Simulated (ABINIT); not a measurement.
# BaLiF3 (Pm-3m): G0W0 in ABINIT against the bands in the self-energy, part 2 of 2

How does the gap of BaLiF3 (Pm-3m) converge in the bands in the self-energy?

ABINIT 10.8.3; LDA and many-body steps on it, plane waves. Known limits of the many-body steps: not at the basis limit; no spin-orbit coupling; coarse k mesh.

So far. Step 2 (Screening, 2×2×2 mesh, 120 bands, screening to 176.9 eV): Local fields lower ε∞ by 8 %. On a Γ-centred mesh this coarse the value itself is usually too large, while a short band sum pulls it down.

### Step 5. 43 bands

Level of this step: G0W0 on LDA, plane waves, norm-conserving pseudopotentials (ABINIT).

The self-energy is evaluated for the states that the input lists, and the levels follow from it, in one-shot runs by the linearised quasiparticle equation.

File run.abi:

```
acell 3*1.0 Angstrom
rprim 
  3.988581640000 0.000000000000 0.000000000000
  0.000000000000 3.988581640000 0.000000000000
  0.000000000000 0.000000000000 3.988581640000
ntypat 3
znucl 56 3 9
natom 5
typat 1 2 3 3 3
xred 
  0.000000000000 0.000000000000 0.000000000000
  0.500000000000 0.500000000000 0.500000000000
  0.000000000000 0.500000000000 0.500000000000
  0.500000000000 0.500000000000 0.000000000000
  0.500000000000 0.000000000000 0.500000000000
pp_dirpath "pseudos"
pseudos "Ba.upf, Li.upf, F.upf"
ecut 36
ngkpt 2 2 2
nshiftk 1
shiftk 0 0 0
kptopt 1
chksymbreak 0
istwfk *1
occopt 1
irdwfk 1
optdriver 4
nband 43
gwcalctyp 0
ecutsigx 36
symsigma 1
nkptgw 1
kptgw 
  0.0000000000 0.0000000000 0.0000000000
bdgw 
  15 19
ecuteps 6.5
irdscr 1
ppmodel 1
indata_prefix "in"
outdata_prefix "out"
tmpdata_prefix "tmp"
```

Command:

```sh
$ OMP_NUM_THREADS=1 mpirun -n 4 abinit run.abi > log
```

The program printed:

```text
.Version 10.8.3 of ABINIT. v10.8.2 released Aug 2026.

 Symmetries : space group Pm -3 m (#221); Bravais cP (primitive cubic)
[... echo of the input left out ...]
== DATASET  1 ==================================================================
-   mpi_nproc: 4, omp_nthreads: 1 (-1 if OMP is not activated)

--- !DatasetInfo
iteration_state: {dtset: 1, }
dimensions: {natom: 5, nkpt: 4, mband: 43, nsppol: 1, nspinor: 1, nspden: 1, mpw: 4468, }
cutoff_energies: {ecut:  36.0, pawecutdg:  -1.0, }
[...]
17   1.789 -22.500 -29.824   5.974   0.808  -0.237 -23.591  -1.092   0.698
       18   8.340 -10.222  -4.967  -2.901   0.882  -0.134  -8.145   2.077  10.417
       19   8.340 -10.222  -4.967  -2.901   0.882  -0.134  -8.145   2.077  10.417

== END DATASET(S) ==============================================================
================================================================================

 -outvars: echo values of variables after computation  --------
           etotal      0.0000000000E+00
            nband          43
             nkpt           4
          spgroup         221
 [... the other variables as echoed above ...]

 Calculation completed.
```

Elapsed: 4.5 s, on 4 MPI ranks of Arm Neoverse V1, shared host; peak memory 0.69 GiB.

Numbers from this step:

* G0W0 gap on the points computed: 9.719 eV
* starting gap on the mesh: 6.550 eV
* k of the valence top: 0, 0, 0
* k of the conduction bottom: 0, 0, 0
* least direct G0W0 gap on the computed points: 9.719 eV

The gap on the mesh goes from 6.55 eV to 9.72 eV, a correction of +3.17 eV.

### Step 6. 77 bands

Edit run.abi of step 5 so:

```diff
@@ -27,3 +27,3 @@
 optdriver 4
-nband 43
+nband 77
 gwcalctyp 0
```

The program printed:

```text
.Version 10.8.3 of ABINIT. v10.8.2 released Aug 2026.

 Symmetries : space group Pm -3 m (#221); Bravais cP (primitive cubic)
[... echo of the input left out ...]
== DATASET  1 ==================================================================
-   mpi_nproc: 4, omp_nthreads: 1 (-1 if OMP is not activated)

--- !DatasetInfo
iteration_state: {dtset: 1, }
dimensions: {natom: 5, nkpt: 4, mband: 77, nsppol: 1, nspinor: 1, nspden: 1, mpw: 4468, }
cutoff_energies: {ecut:  36.0, pawecutdg:  -1.0, }
[...]
17   1.789 -22.500 -29.824   5.560   0.805  -0.242 -23.920  -1.420   0.369
       18   8.340 -10.222  -4.967  -3.253   0.878  -0.139  -8.464   1.758  10.098
       19   8.340 -10.222  -4.967  -3.253   0.878  -0.139  -8.464   1.758  10.098

== END DATASET(S) ==============================================================
================================================================================

 -outvars: echo values of variables after computation  --------
           etotal      0.0000000000E+00
            nband          77
             nkpt           4
          spgroup         221
 [... the other variables as echoed above ...]

 Calculation completed.
```

It took 5.5 s on 4 MPI ranks; peak memory 0.69 GiB; 22 s of CPU time.

Numbers from this step:

| Item | Value |
| --- | --- |
| G0W0 gap on the points computed | 9.729 eV |
| starting gap on the mesh | 6.550 eV |
| k of the valence top | 0, 0, 0 |
| k of the conduction bottom | 0, 0, 0 |
| least direct G0W0 gap on the computed points | 9.729 eV |

Against the run before, the gap moves by +0.010 eV.

### Step 7. 120 bands

Edit run.abi of step 6 so:

```diff
@@ -27,3 +27,3 @@
 optdriver 4
-nband 77
+nband 120
 gwcalctyp 0
```

The program printed:

```text
.Version 10.8.3 of ABINIT. v10.8.2 released Aug 2026.

 Symmetries : space group Pm -3 m (#221); Bravais cP (primitive cubic)
[... echo of the input left out ...]
== DATASET  1 ==================================================================
-   mpi_nproc: 4, omp_nthreads: 1 (-1 if OMP is not activated)

--- !DatasetInfo
iteration_state: {dtset: 1, }
dimensions: {natom: 5, nkpt: 4, mband: 120, nsppol: 1, nspinor: 1, nspden: 1, mpw: 4468, }
cutoff_energies: {ecut:  36.0, pawecutdg:  -1.0, }
[...]
17   1.789 -22.500 -29.824   5.348   0.804  -0.244 -24.088  -1.588   0.201
       18   8.340 -10.222  -4.967  -3.392   0.877  -0.140  -8.588   1.634   9.974
       19   8.340 -10.222  -4.967  -3.392   0.877  -0.140  -8.588   1.634   9.974

== END DATASET(S) ==============================================================
================================================================================

 -outvars: echo values of variables after computation  --------
           etotal      0.0000000000E+00
            nband         120
             nkpt           4
          spgroup         221
 [... the other variables as echoed above ...]

 Calculation completed.
```

The job ended after 6.7 s (4 MPI ranks; peak memory 0.69 GiB).

Numbers from this step:

- G0W0 gap on the points computed: 9.773 eV
- starting gap on the mesh: 6.550 eV
- k of the valence top: 0, 0, 0
- k of the conduction bottom: 0, 0, 0
- least direct G0W0 gap on the computed points: 9.773 eV

Against the run before, the gap moves by +0.044 eV.

### Step 8. Side by side

Times are wall times on 4 MPI ranks of Arm Neoverse V1, shared host, good to a factor of about two. A run's time includes the screening step that it read.

```csv
run,mesh,bands,screening cutoff (eV),DFT gap (eV),gap on the mesh (eV),direct (eV),ε∞ used,time
25 bands,2×2×2,25,176.9,6.550,10.221,10.221,2.69,17 s
26 bands,2×2×2,26,176.9,6.550,10.212,10.212,2.69,17 s
43 bands,2×2×2,43,176.9,6.550,9.719,9.719,2.69,17 s
77 bands,2×2×2,77,176.9,6.550,9.729,9.729,2.69,18 s
120 bands,2×2×2,120,176.9,6.550,9.773,9.773,2.69,20 s
```

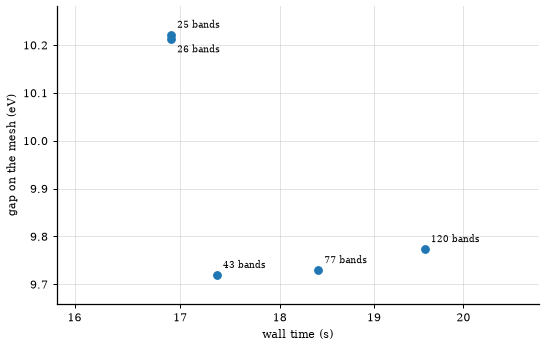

Result against wall time.

### Step 9. What came out

| Quantity | Value |
| --- | --- |
| 25 bands | 10.221 eV |
| 26 bands | 10.212 eV |
| 43 bands | 9.719 eV |
| 77 bands | 9.729 eV |
| 120 bands | 9.773 eV |
| known limits | not at the basis limit; no spin-orbit coupling; coarse k mesh |

**Reading.** The setting moved: bands in the self-energy. From 25 bands to 120 bands the gap moves by −0.45 eV, not steadily: it passes through 9.72 eV. The last step still moves it by +0.044 eV. Bands and screening cutoff are coupled, so a series along one setting does not show full convergence. Bands and cutoff are finite, so the gap is not at the basis limit. The miss can reach some tenths of an eV and take either sign; the mesh is an error of its own. In the G0W0 runs levels were corrected at 1 k point alone, so a gap called «on the mesh» is the least over those, and an edge elsewhere would be missed. The 2×2×2 mesh is coarse for this cell, which bears on the long-range parts of exchange and screening. This is the ideal cubic cell; many perovskites, halides above all, are cubic only on average, and local tilts or off-centring can widen the gap. The many-body steps are scalar-relativistic: spin-orbit coupling is not in them.

[Paths, hosts, dates, memory and timing lines, banners, echoed tables and standing remarks are left out of the program output.]

[Logs are printed without paths, hosts, clocks, repeated set-up lines and the standing remarks that a program may print on its own settings, such as how far it seeks lower states.]

[Runs of the session that timed out or met a known fault of the program may be left out.]

[Hosts, paths, dates, database ids (printed as entryN), source tags and the programs' standing remarks are cut or masked in the printed files.]

[G0W0 gaps are taken among the corrected bands and points alone; a level outside them can change the order at an edge.]

[Where Ansatz stands beside ABINIT at settings called matched, ABINIT's density can come from a denser mesh and the files from another edition; pairs whose starting gaps differed by over 0.03 eV were left out, so agreement reads better than it is.]
